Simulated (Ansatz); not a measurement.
# One shape, several levels: SnH3O (SMILES [OH][SnH2])

Aim: a comparison of 5 runs (UCAM-B3LYP/STO-3G, UMP2/STO-3G, UBCCD(T)/STO-3G, UCCSDT(Q)/STO-3G, UCCSDT/STO-3G) of SnH3O. 

Program for the calculation: Ansatz 0.2.0.

58 further runs of the same task are left out: 7 that didn't finish, 51 set aside as unsound or not needed.

### Step 1. The structure to begin with

SnH3O has 5 atoms, charge 0, and is taken as a doublet. As SMILES, `[OH][SnH2]`. The H5–Sn2 distance was set to 4.306 Å, away from the relaxed value. At this shape a bond of the SMILES string is far longer than usual.

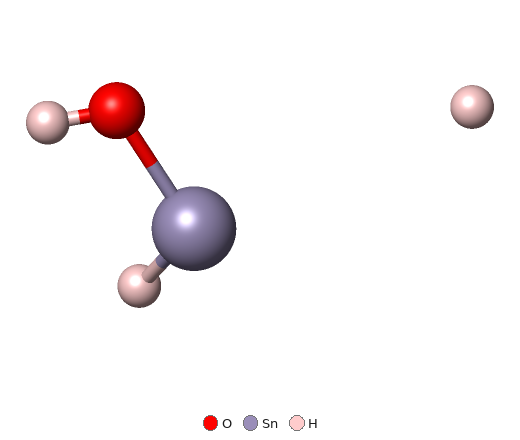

Viewed from a chosen angle; oxygen red, tin purple, hydrogen pink.

### Step 2. A single-point energy at UCAM-B3LYP/STO-3G (run 1)

run.yaml

```yaml
crystal:
  periodic: [false, false, false]
  atoms:
    - symbol: O
      position_ang: [0.149691, -3.150339, 0.140988]
    - symbol: Sn
      position_ang: [-0.453209, -2.108639, -1.426412]
    - symbol: H
      position_ang: [-0.189109, -4.048739, 0.152288]
    - symbol: H
      position_ang: [-2.164509, -2.356139, -1.566812]
    - symbol: H
      position_ang: [0.476300, 1.920400, -0.224900]
basis:
  gaussian: {orbitals: STO-3G}
magnetization: {spin_polarized: true, initial_magnetization: 1}
hamiltonian: {xc: {name: CAM-B3LYP}}
accuracy: high
```

Run with:

```console
$ ansatz run run.yaml --threads 1 --pin off --max-ram 2610MiB --events-out events.jsonl --progress --plain --runs-dir runs
```

Log:

```text
Warning: RAYON_NUM_THREADS=1 ignored (pool sized by the plan → 1); use --threads N
Functional definition: CAM-B3LYP
  name "CAM-B3LYP"
  parameter alpha = 0.19
  parameter beta = 0.46
  parameter omega = 0.33/bohr
  parameter ac = 0.81
  exchange = (1 - alpha - beta)*b88_x + beta*b88_x_sr(omega) + alpha*exact_x + beta*exact_x_lr(omega)
  correlation = (1 - ac)*vwn5_c + ac*lyp_c
626 factors; integrals over basis functions are off by at most 5.7e-9 eV
161 factors; integrals over basis functions are off by at most 6.7e-10 eV
mean field evaluation 1: about -164379.4884 eV, gradient 1.5e1 eV
mean field evaluation 2: about -164373.0786 eV, gradient 2.4e1 eV
mean field evaluation 4: about -164381.0974 eV, gradient 5.6e0 eV
mean field evaluation 8: about -164390.2300 eV, gradient 2.7e0 eV
mean field evaluation 16: about -164390.5222 eV, gradient 6.3e-3 eV
mean field evaluation 32: about -164390.5223 eV, gradient 2.1e-7 eV
mean field -164390.52225678 eV, -6041.2402650387 hartree, gradient 6.5e-8 eV, S^2 0.750192; 2 other end points of the search recorded, 0 dependent functions left out
reference -164390.52227559 eV, -6041.2402657297 hartree; 31, 30 occupied and 4, 5 virtual orbitals, 626 factors
Total energy: -164390.52227559 eV, -6041.2402657297 hartree
```

Wall time 6 s (1 thread of Arm Neoverse V2, shared host); peak memory 0.2 GiB.

### Step 3. A single-point energy at UMP2/STO-3G (run 2)

input.yaml

```yaml
crystal:
  periodic: [false, false, false]
  atoms:
    - {symbol: O, position_ang: [0.149691, -3.150339, 0.140988]}
    - {symbol: Sn, position_ang: [-0.453209, -2.108639, -1.426412]}
    - {symbol: H, position_ang: [-0.189109, -4.048739, 0.152288]}
    - {symbol: H, position_ang: [-2.164509, -2.356139, -1.566812]}
    - {symbol: H, position_ang: [0.476300, 1.920400, -0.224900]}
basis:
  gaussian:
    orbitals: STO-3G
magnetization:
  spin_polarized: true
  initial_magnetization: 1
correlation:
  method: mp2
  frozen_orbitals: {H: 0, O: 1, Sn: 18}
accuracy: high
```

Run with:

```console
$ ansatz run input.yaml --threads 1 --pin off --max-ram 2610MiB --events-out events.jsonl --progress --plain --runs-dir runs
```

Log (excerpt; [...] marks lines left out):

```text
Warning: RAYON_NUM_THREADS=1 ignored (pool sized by the plan → 1); use --threads N
Functional definition: HF
  name "HF"
[...]
626 factors; integrals over basis functions are off by at most 5.7e-9 eV
[...]
mean field -164321.56829570 eV, -6038.7062537077 hartree, gradient 3.2e-8 eV, S^2 1.061981; 10 other end points of the search recorded, 0 dependent functions left out
19 core orbitals not correlated: weight in the atoms' cores, before any rotation towards them, 1.000 or more for the frozen orbitals, at most 0.000 for the correlated occupied ones
reference -164321.56829570 eV, -6038.7062537077 hartree; 12, 11 occupied and 4, 5 virtual orbitals, 626 factors
second order -1.73911503 eV of doubles, -0.00000000 eV of singles
Total energy: -164323.30741074 eV, -6038.7701650064 hartree
```

Wall time 1.7 s (1 thread of Arm Neoverse V2, shared host); peak memory 0.11 GiB.

Run 3 isn't shown in full; the table further down has it.

### Step 4. A single-point energy at UCCSDT(Q)/STO-3G (run 4)

job.yaml

```yaml
crystal:
  periodic: [false, false, false]
  atoms:
    - symbol: O
      position_ang: [0.149691, -3.150339, 0.140988]
    - symbol: Sn
      position_ang: [-0.453209, -2.108639, -1.426412]
    - symbol: H
      position_ang: [-0.189109, -4.048739, 0.152288]
    - symbol: H
      position_ang: [-2.164509, -2.356139, -1.566812]
    - symbol: H
      position_ang: [0.476300, 1.920400, -0.224900]
basis:
  gaussian:
    orbitals: STO-3G
magnetization:
  spin_polarized: true
  initial_magnetization: 1
scf:
  omitted_lower_state_checks: [cluster_reference, increment]
correlation:
  method: ccsdt_q
  frozen_orbitals: {H: 0, O: 1, Sn: 18}
total_charge: 0
accuracy: high
```

Run with:

```console
$ ansatz run job.yaml --threads 1 --pin off --max-ram 2610MiB --events-out events.jsonl --progress --plain --runs-dir runs
```

Log:

```text
Warning: RAYON_NUM_THREADS=1 ignored (pool sized by the plan → 1); use --threads N
[... 14 lines left out ...]
19 core orbitals not correlated: weight in the atoms' cores, before any rotation towards them, 1.000 or more for the frozen orbitals, at most 0.000 for the correlated occupied ones
[... 51 lines left out ...]
Total energy: -164324.16963229 eV, -6038.8018510641 hartree
Checks for a lower state left out: cluster_reference, increment
```

Run time: 4.5 s. Hardware: 1 thread of Arm Neoverse V2, shared host; peak memory 0.18 GiB.

### Step 5. A single-point energy at UCCSDT/STO-3G (run 5)

run.yaml

```yaml
crystal:
  periodic: [false, false, false]
  atoms:
    - {symbol: O, position_ang: [0.149691, -3.150339, 0.140988]}
    - {symbol: Sn, position_ang: [-0.453209, -2.108639, -1.426412]}
    - {symbol: H, position_ang: [-0.189109, -4.048739, 0.152288]}
    - {symbol: H, position_ang: [-2.164509, -2.356139, -1.566812]}
    - {symbol: H, position_ang: [0.476300, 1.920400, -0.224900]}
basis:
  gaussian: {orbitals: STO-3G}
magnetization: {spin_polarized: true, initial_magnetization: 1}
correlation: {method: ccsdt, frozen_orbitals: {H: 0, O: 1, Sn: 18}}
accuracy: high
scf: {omitted_lower_state_checks: [cluster_reference, increment]}
```

Run with:

```console
$ ansatz run run.yaml --threads 1 --pin off --max-ram 2610MiB --events-out events.jsonl --progress --plain --runs-dir runs
```

Log:

```text
Warning: RAYON_NUM_THREADS=1 ignored (pool sized by the plan → 1); use --threads N
[... 14 lines left out ...]
19 core orbitals not correlated: weight in the atoms' cores, before any rotation towards them, 1.000 or more for the frozen orbitals, at most 0.000 for the correlated occupied ones
[... 50 lines left out ...]
Total energy: -164324.16006014 eV, -6038.8014992940 hartree
Checks for a lower state left out: cluster_reference, increment
```

It took 3.6 s on 1 thread of Arm Neoverse V2, shared host; peak memory 0.12 GiB.

### Step 6. Overview of the runs

```csv
run,level,frozen core orbitals,energy (Eh),⟨S²⟩,wall time
1,UCAM-B3LYP/STO-3G,–,-6041.240266,0.750,6 s
2,UMP2/STO-3G,19,-6038.770165,1.062,1.7 s
3,UBCCD(T)/STO-3G,19,-6038.800845,1.062,2.3 s
4,UCCSDT(Q)/STO-3G,19,-6038.801851,1.062,4.5 s
5,UCCSDT/STO-3G,19,-6038.801499,1.062,3.6 s
```

### Step 7. What came out

```
                                           quantity           value
                                run 5: total energy  -6038.80150 Eh
run 5: correlation energy (19 core orbitals frozen)       -95.2 mEh
           run 5: ⟨S²⟩ of the reference determinant           1.062
                               run 5: T1 diagnostic           0.058
```

In runs 1, 2, 3, 4, 5 the basis is minimal, so the values are rough. In runs 1, 2, 3, 4, 5 relativity is left out where basis or elements ask for it. Spin contamination of the reference: run 2 ⟨S²⟩ = 1.06, run 3 ⟨S²⟩ = 1.06, run 4 ⟨S²⟩ = 1.06, run 5 ⟨S²⟩ = 1.06. All runs together took 18 s, the longest 6 s.
